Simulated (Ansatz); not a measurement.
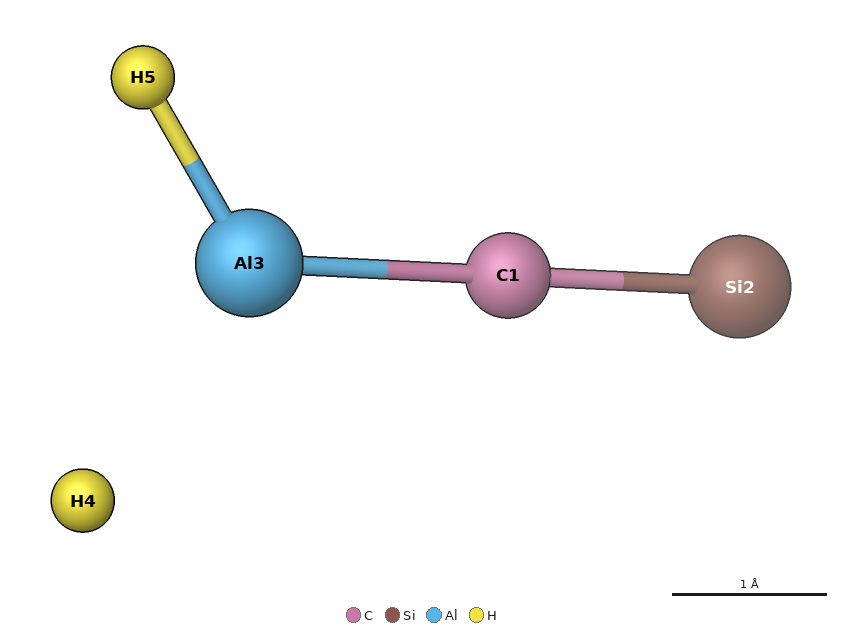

Figure made from data computed with Ansatz.

Orthographic view. Depth is shown by fading: the farther an atom, the more it takes the colour of the background. Charge −1, singlet. Geometry: moved along internal coordinates away from the minimum.

Give the distance matrix in Å.

| atom | C1 | Si2 | Al3 | H4 | H5 |
| --- | --- | --- | --- | --- | --- |
| C1 | 0.00 |  |  |  |  |
| Si2 | 1.66 | 0.00 |  |  |  |
| Al3 | 1.85 | 3.51 | 0.00 |  |  |
| H4 | 3.37 | 4.89 | 1.95 | 0.00 |  |
| H5 | 2.92 | 4.49 | 1.43 | 2.78 | 0.00 |
